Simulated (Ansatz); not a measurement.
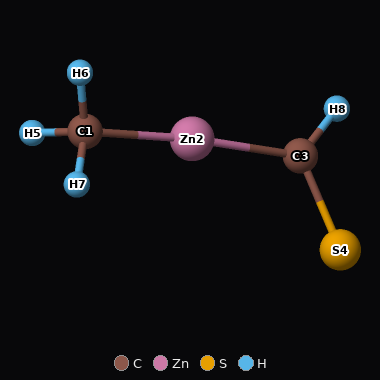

The system is C2H4SZn, SMILES [CH3][Zn][CH]=S; the picture shows the reference structure. 
- The first coordinate is: angle C1–Zn2–C3 (carried through 180); the second: change of the bonds Zn2–C1, Zn2–C3, all alike.
- Nothing is relaxed (all other coordinates rigid).
- The grid has 11 × 11 points.
- Points are written as (first, second).
- Energies are in eV, from the lowest grid point.
- These are results of RKS CAM-B3LYP-D4/def2-SVP in Ansatz 0.2.0, not measurements.

Its coordinates:

```xyz
8

C    -0.7999    1.4165    0.5422
Zn    0.2289   -0.0828   -0.1098
C     1.1427   -1.6866   -0.7271
S     0.3163   -3.0772   -0.5676
H    -1.2282    1.9989   -0.2883
H    -0.1790    2.0988    1.1431
H    -1.6335    1.0767    1.1762
H     2.1526   -1.7442   -1.1687
```

Range: angle C1–Zn2–C3 (carried through 180) from 140 to 220°; change of the bonds Zn2–C1, Zn2–C3, all alike from −0.213 to 0.330 Å.

Q: What landscape does the calculation give?

A: The lowest grid point is at (172°, 0.004 Å). No other kind of well shows on this grid. The highest grid point, (220°, −0.213 Å), lies 1.65 eV above the lowest. Round the minimum the two coordinates are nearly uncoupled.

| second ↓, first → | 140 | 148 | 156 | 164 | 172 | 180 | 188 | 196 | 204 | 212 | 220 |
| --- | --- | --- | --- | --- | --- | --- | --- | --- | --- | --- | --- |
| 0.330 | 1.19 | 1.11 | 1.05 | 1.01 | 0.99 | 1.00 | 1.03 | 1.08 | 1.15 | 1.25 | 1.37 |
| 0.275 | 0.96 | 0.87 | 0.80 | 0.76 | 0.74 | 0.75 | 0.78 | 0.83 | 0.91 | 1.01 | 1.14 |
| 0.221 | 0.75 | 0.65 | 0.58 | 0.54 | 0.51 | 0.52 | 0.55 | 0.61 | 0.69 | 0.80 | 0.94 |
| 0.167 | 0.57 | 0.47 | 0.39 | 0.34 | 0.32 | 0.32 | 0.35 | 0.42 | 0.51 | 0.62 | 0.77 |
| 0.112 | 0.43 | 0.32 | 0.24 | 0.18 | 0.15 | 0.16 | 0.19 | 0.26 | 0.35 | 0.48 | 0.63 |
| 0.058 | 0.35 | 0.23 | 0.14 | 0.07 | 0.04 | 0.05 | 0.09 | 0.16 | 0.26 | 0.39 | 0.55 |
| 0.004 | 0.33 | 0.20 | 0.10 | 0.03 | 0.00 | 0.00 | 0.04 | 0.12 | 0.23 | 0.37 | 0.54 |
| −0.050 | 0.41 | 0.26 | 0.15 | 0.08 | 0.04 | 0.04 | 0.08 | 0.16 | 0.28 | 0.44 | 0.62 |
| −0.105 | 0.59 | 0.44 | 0.32 | 0.23 | 0.19 | 0.19 | 0.24 | 0.32 | 0.45 | 0.61 | 0.82 |
| −0.159 | 0.92 | 0.74 | 0.61 | 0.52 | 0.47 | 0.47 | 0.52 | 0.61 | 0.75 | 0.93 | 1.15 |
| −0.213 | 1.42 | 1.23 | 1.08 | 0.98 | 0.93 | 0.93 | 0.98 | 1.08 | 1.23 | 1.42 | 1.65 |

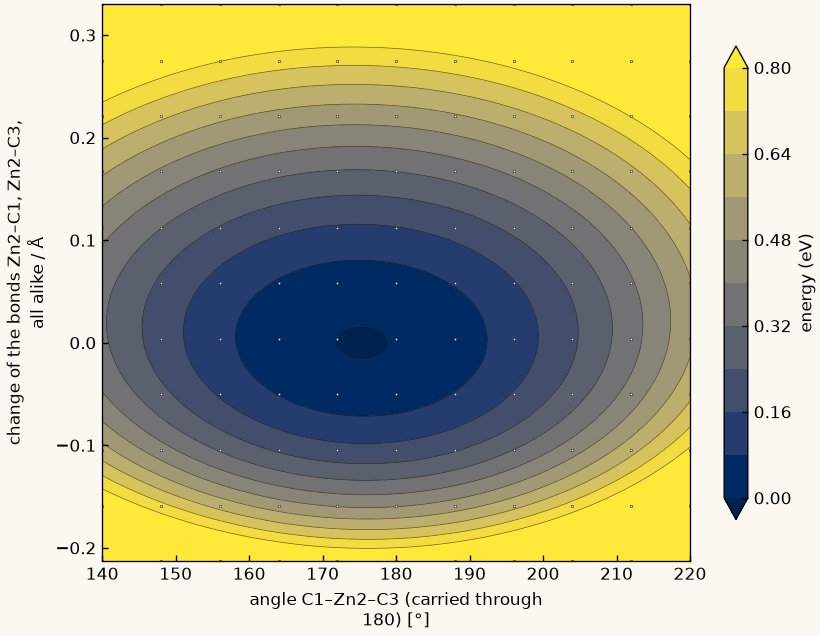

Drawn: filled contours, dots at the grid points, one colour for all values above the top of the scale. Between grid points the surface is interpolated.

The whole map (121 points run) took 8.4 min on 1 thread of INTEL(R) XEON(R) PLATINUM 8581C CPU @ 2.10GHz (Emerald Rapids) (shared host).
